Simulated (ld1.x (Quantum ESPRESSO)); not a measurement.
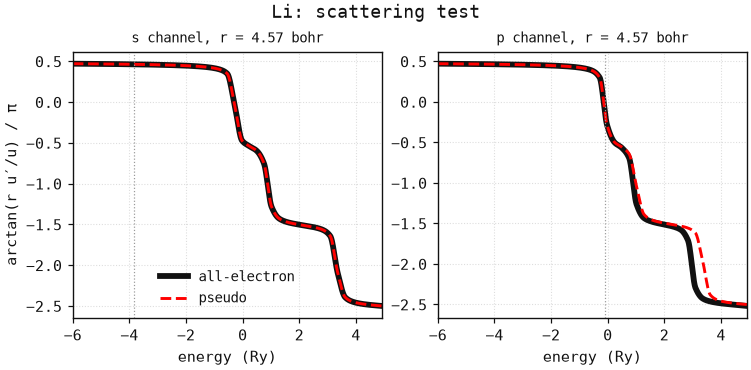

Unwrapped phase arctan(r u′/u) in units of π against energy, all-electron (solid) and pseudo (dashed); the pseudo phase is matched to the all-electron one at the reference energy. Here u = r R(r). The dotted line marks the reference energy of the channel.

Ld1.x (Quantum ESPRESSO) 7.5 input:

```
 &input
   title='Li', zed=3., rel=1, dft='BP', iswitch=3,
   config='[He] 2s1 2p0'
 /
 &inputp
   pseudotype=1, tm=.true., lloc=1,
   nlcc=.false.
 /
2
1S  1  0   2.00   0.00  0.40  0.40  0.0
2P  2  1   0.00   0.00  4.20  4.20  0.0
 &test
   configts(1)='1s2 2s1 2p0'
 /
```

Where are the poles, the energies at which the radial function vanishes at the test radius? (There the phase passes a half-integer multiple of π.)

Answer. s: all-electron at 0.1 and 2.0 Ry, pseudo at 0.1 and 2.0 Ry; p: all-electron at 0.2, 1.8 and 4.4 Ry, pseudo at 0.3, 2.1 and 4.9 Ry.

Over which energies does the pseudo-atom scatter like the all-electron atom (phases within 0.05 rad)?

Answer. s: over the whole range drawn; p: up to about 0.6 Ry.
